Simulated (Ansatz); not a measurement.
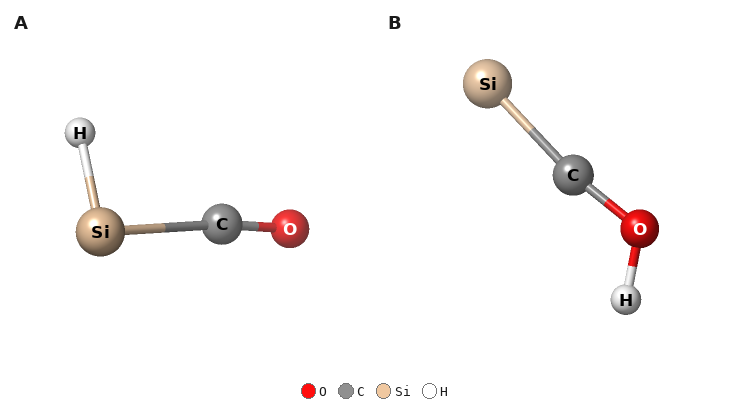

2 stationary structures of one formula. Charge +1, singlet. Geometries: PBE0-D4/def2-TZVP. Electronic energies: RHF-CCSD(T) (frozen core)/def2-TZVPP (Ansatz 0.2.0), without zero-point energy. No frequency run is at hand to confirm each as a minimum.

Question: Which structure is the most stable?

Answer: A is lowest; B lies 2.011 eV above it.
